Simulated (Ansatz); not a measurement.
**C$_{2}$H$_{3}$ClF$_{2}$Zn (SMILES FC(F)[CH2][Zn][Cl]): density, localisation and related maps**

```xyz
9

C    -1.7816   -0.0057    0.1047
C    -0.6416   -0.6887    0.8087
Cl   -2.0664   -2.3696    4.2281
F    -2.7739   -0.9195   -0.1743
F    -2.3328    0.9521    0.9270
Zn   -1.3554   -1.4825    2.4400
H    -1.5147    0.4962   -0.8551
H     0.1545    0.0460    1.0457
H    -0.2016   -1.4678    0.1536
```

Geometry: PBE-D3(BJ)/def2-SVP.

Theory: isolated molecule in a Gaussian basis; Kohn-Sham density functional theory, functional PBE0 in Ansatz.

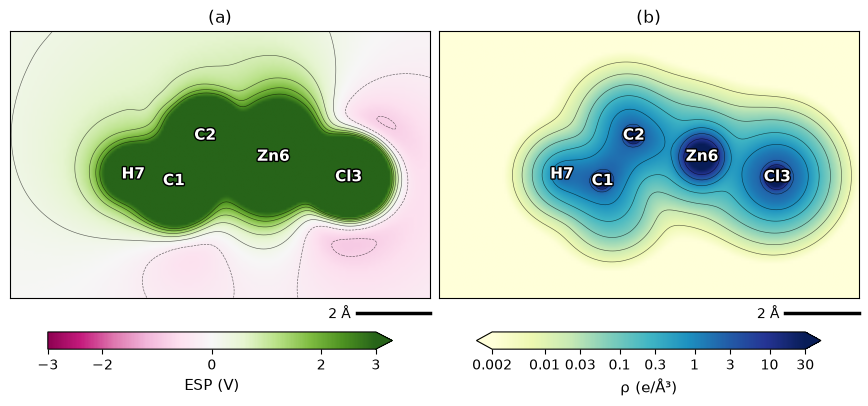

Figure 1. (a) electrostatic potential; (b) electron density on the plane of atoms C2, C1 and H7.

What do the fields say about this system?

Atoms in the plane: C, Cl, Zn and H.
C–C (1.50 Å): ρ is about 1.8 e/Å³ halfway.
C–Zn (1.95 Å): ρ at the midpoint is about 0.75 e/Å³.
Zn–Cl (2.12 Å): ρ is about 0.66 e/Å³ halfway.
C–H (1.12 Å): ρ is about 2.1 e/Å³ halfway.
Outside the dense part of the molecule the potential is most negative (−0.9 V) near Cl3.

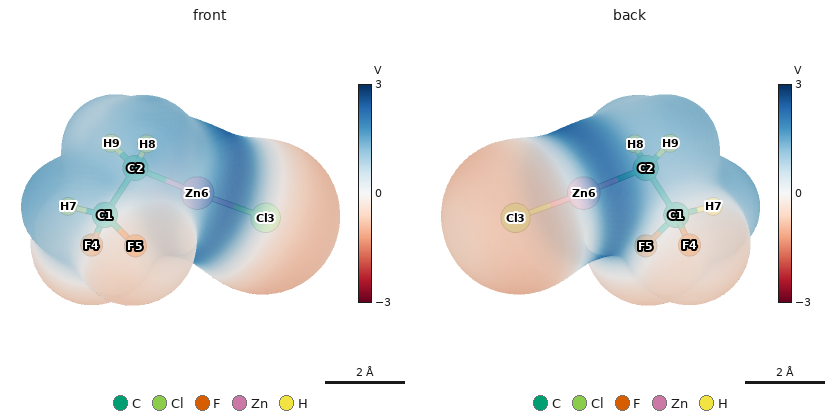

Figure 2. The electrostatic potential painted on the density surface at 0.002 e/bohr³, seen from the front and from behind; red is negative and blue positive.

Which sites attract a positive test charge, and which a negative one?

A positive charge is drawn to the negative regions and a negative charge to the positive ones. The most negative region (about −0.9 V) lies over Cl3, the most positive (about +2.3 V) over Zn6.

What dipole moment does the calculation give?

Its dipole moment is 3.86 D.

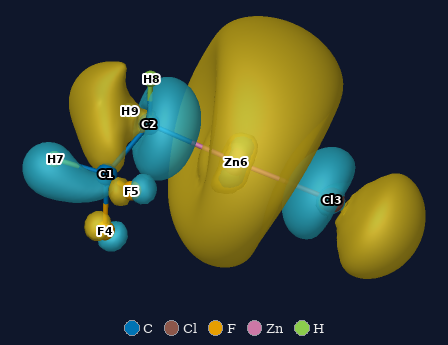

Figure 3. The LUMO at ±0.06 Å⁻³ᐟ² (yellow and cyan are the two phases), seen at a tilt.

Where does this orbital lie, and at what energy?

By Hirshfeld shares it lies mainly on Zn6 (about 55 %), Cl3 (about 20 %) and C2 (about 15 %). Its energy is −0.77 eV.
